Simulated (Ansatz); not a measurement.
```xyz
7

C     0.3114    2.4883    0.9388
Cl   -2.5011    0.5485    0.1906
Cl    0.9158    3.0950   -0.6666
Cl    0.7884    3.5631    2.2912
Ga   -1.6563    2.4855    0.6585
H    -2.5671    3.7432    0.6864
H     0.7852    1.5147    1.1023
```

Geometry: B3LYP-D3(BJ)/def2-SVP.

These are results of isolated molecule in a Gaussian basis; Kohn-Sham density functional theory, functional PBE0 in Ansatz, not measurements.

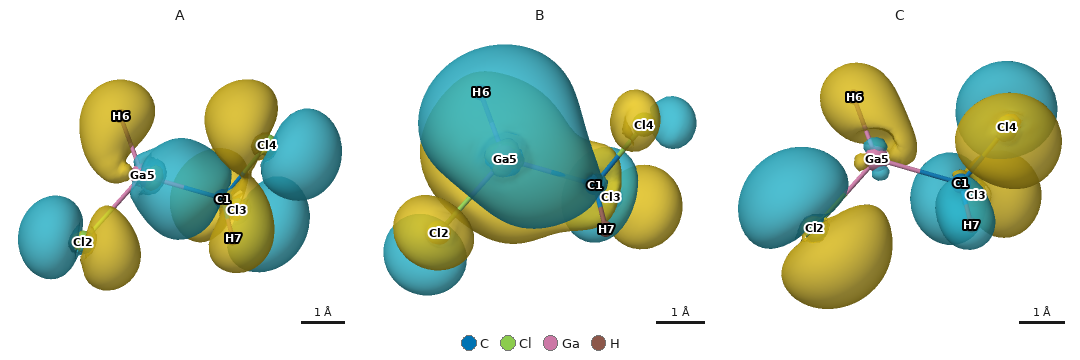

CH$_{2}$Cl$_{3}$Ga (SMILES [Cl][GaH][CH](Cl)Cl). Three frontier orbitals at ±0.06 Å⁻³ᐟ² (yellow and cyan are the two phases), in no order.

Order the three orbitals by energy and name them.

Answer. C is the HOMO−1 (−9.18 eV). Its weight (Hirshfeld) is mainly on Cl2 (about 50 %), Cl4 (about 25 %) and Cl3 (about 10 %); largely a combination of lone pairs on Cl2, Cl4 and Cl3. A is the HOMO (−8.08 eV). Its weight (Hirshfeld) is mainly on Cl4 (about 25 %), Cl3 (about 20 %), C1 (about 20 %), Ga5 (about 10 %) and Cl2 (about 10 %). B is the LUMO (−1.87 eV). Its weight (Hirshfeld) is mainly on Ga5 (about 65 %), Cl3 (about 10 %), Cl2 (about 10 %) and C1 (about 5 %).

What is the HOMO–LUMO gap?

Answer. 6.21 eV between the orbital energies.
